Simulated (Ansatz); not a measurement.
Consider RbLa$_{2}$.

The calculation's input:

```
crystal:
  lattice:
    - [-4.4076915404, 4.4076915404, 3.4101764889]
    - [4.4076915404, -4.4076915404, 3.4101764889]
    - [4.4076915404, 4.4076915404, -3.4101764889]
  atoms:
    - { symbol: Rb, position: [0.75, 0.75, 0.0] }
    - { symbol: Rb, position: [0.25, 0.25, 0.0] }
    - { symbol: La, position: [0.1245325355, 0.6245325355, 0.749065071] }
    - { symbol: La, position: [0.6245325355, 0.8754674645, 0.5] }
    - { symbol: La, position: [0.8754674645, 0.3754674645, 0.250934929] }
    - { symbol: La, position: [0.3754674645, 0.1245325355, 0.5] }
basis:
  ecutwfc: 420
kpoints:
  mp_grid: { grid: [8, 8, 8] }
  band_path:
    path:
      - [[0.0, 0.0, 0.0], [0.0, 0.0, 0.5], [-0.5, 0.5, 0.5], [0.0, 0.0, 0.0], [0.39964814, 0.39964814, -0.39964814]]
      - [[-0.39964814, 0.60035186, 0.39964814], [-0.5, 0.5, 0.5]]
      - [[0.0, 0.0, 0.5], [0.25, 0.25, 0.25], [0.0, 0.5, 0.0], [0.0, 0.0, 0.0]]
    npoints: 14
hamiltonian:
  xc: pbe
scf:
  occupations: { method: gaussian, width: 0.1 }
  n_extra_bands: 15
output:
  forces: true
  stress: true
  eigenvalues: true
  populations: true
  dos: { projected: true, de: 0.02, nscf_kmesh: { grid: [10, 10, 10] } }
  bader: true
  write_density: true
  write_potential: true
  elf: true
  volumetric_format: npy
```

Run with:

```sh
ansatz run input.yaml --threads 1 --pin off --max-ram 2560MiB --backend cpu --events-out ev --progress --plain --runs-dir out
```

Below, planes, directions and counts refer to the conventional cell (a = 8.82 Å, b = 8.82 Å, c = 6.82 Å, α = 90.00°, β = 90.00°, γ = 90.00°).

Space group I4/mcm; a structure generated by program, which may or may not match a known phase.

These are results of DFT PBE, scalar-relativistic, plane waves, PAW in Ansatz 0.2.0, not measurements.

**What will maps of the valence pseudo-density and electron localisation function show?**

Rb–La (3.88 Å): the density is about 0.05 e/Å³ at the midpoint; the ELF is about 0.05 at the midpoint; no localised pair shows between them.
Bader's partition of the density gives Rb +0.25 and La −0.13 e.

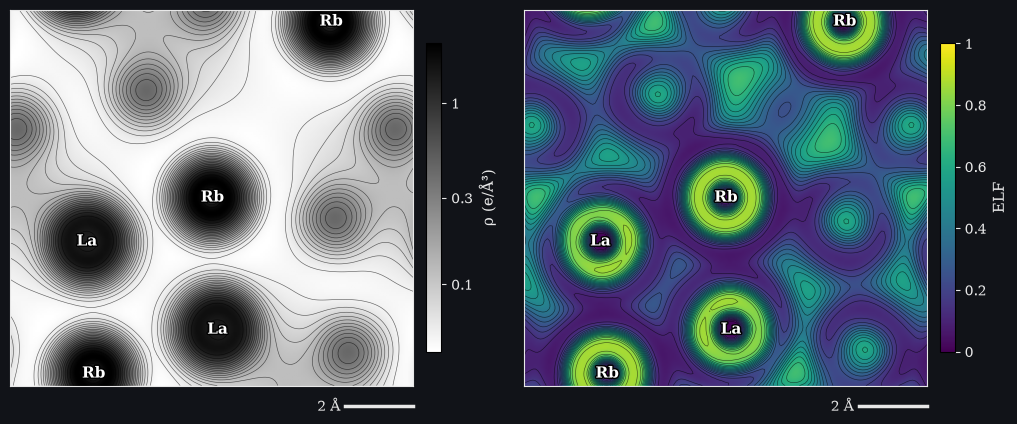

Computed valence pseudo-density and electron localisation function on the (111) plane of the conventional cell, in this order. 

Core electrons are frozen (PAW), and the valence fields are smoothed inside the atomic spheres.
